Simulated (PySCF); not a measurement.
# C₅H₁₂SSi₂: what the fields show

```xyz
20

Si    2.9727   -0.2646    1.0292
C     2.5153    1.1701   -0.1346
S     0.8280    1.8213    0.1457
Si   -0.3861    0.2844   -0.7275
C    -0.8702   -1.1732    0.4046
C    -2.3701   -1.1429    0.3799
C    -2.9859   -0.1623   -0.2562
C    -2.1733    0.8939   -0.9388
H     4.4155   -0.4772    0.9025
H     2.6109    0.0956    2.3966
H     2.2455   -1.4596    0.5962
H     2.5871    0.8966   -1.1852
H     3.1639    2.0277    0.0314
H     0.2645   -0.1381   -1.9729
H    -0.5164   -1.0623    1.4326
H    -0.5084   -2.1416    0.0560
H    -2.9056   -1.9255    0.8978
H    -4.0630   -0.0854   -0.2963
H    -2.4764    0.9896   -1.9812
H    -2.3533    1.8641   -0.4727
```

Geometry: GFN2-xTB.

These are results of PBE0/pcSseg-1, SCF density, gas phase, non-relativistic (PySCF), not measurements.

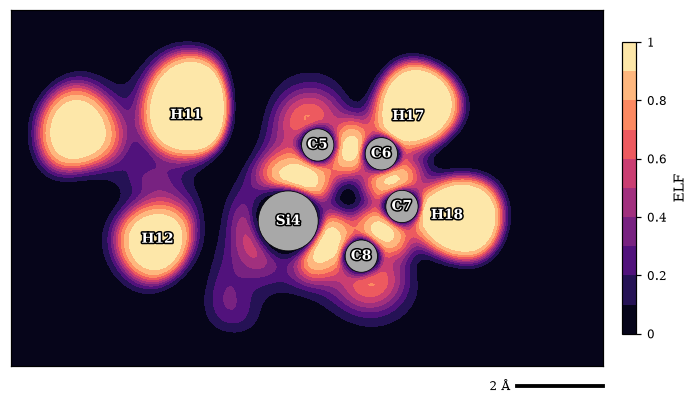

Figure 1. ELF on the plane of atoms C7, C6 and H17. Grey discs cover the atomic cores.

Interpret the plot.

Answer.
- Atoms in the plane: Si, C and H.
- C–C (1.32 Å): the ELF peaks at about 0.90 between the atoms; a short, multiple covalent bond.
- C–Si (1.90 Å): the ELF peaks at about 0.95 between the atoms, as expected for localised, covalent bonding.
- C–H (1.08 Å): the ELF climbs to about 1 towards the hydrogen, as it does in any bond to H (a covalent bond by its length).
- C–C (1.50 Å): the ELF peaks at about 0.95 between the atoms, as expected for a covalent bond.

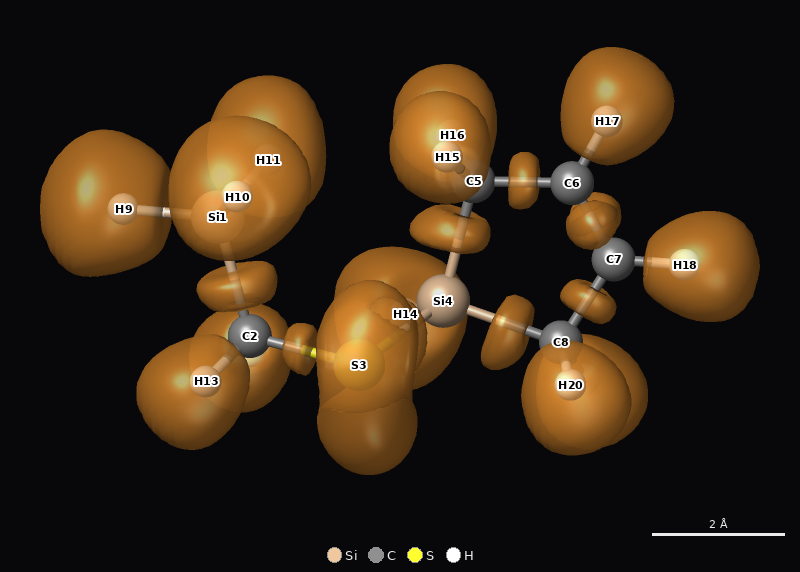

Figure 2. Isosurface of the ELF at 0.8 (orange), seen at a tilt. Only the valence region is drawn (cores and ρ < 0.01 e/Å³ removed).

Where are the electrons localised?

Answer. At this value the surface marks out three regions between bonded C–C atoms (shared pairs), one region between bonded C–S atoms (shared pairs), three regions between bonded C–Si atoms (shared pairs), twelve regions around hydrogen nuclei and one region on S in which the atom's valence shell and bonds are merged. Profiles from the grid: C–S (1.83 Å): the ELF peaks at about 0.90 between the atoms: localised, covalent bonding.

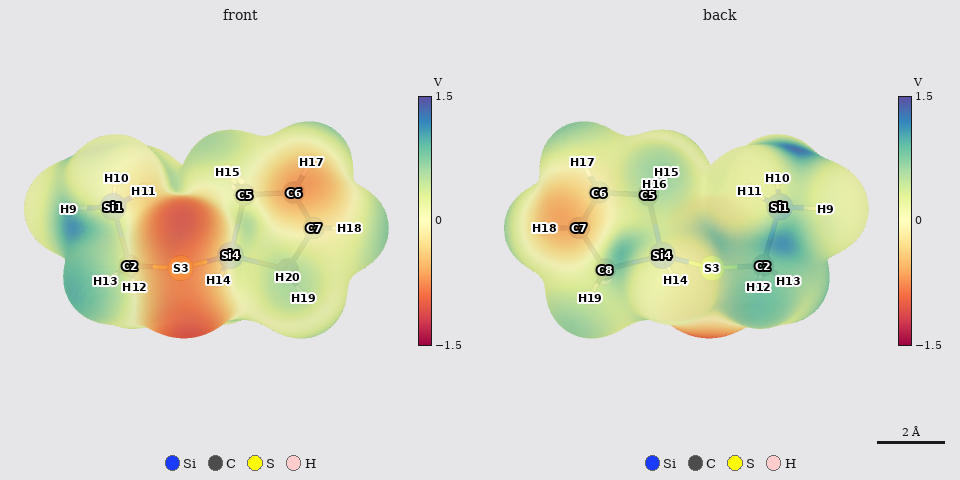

Figure 3. The electrostatic potential painted on the density surface at 0.002 e/bohr³, seen from the front and from behind; the colour scale runs from red (negative) to blue (positive).

Which sites attract a positive test charge, and which a negative one?

Answer. A positive charge is drawn to the negative regions and a negative charge to the positive ones. The most negative region (about −1.0 V, or −23 kcal/mol for a unit charge) lies over S3, the most positive (about +1.1 V, or +25 kcal/mol for a unit charge) over Si1.

What dipole moment does the calculation give?

Answer. Its dipole moment is 1.22 D.
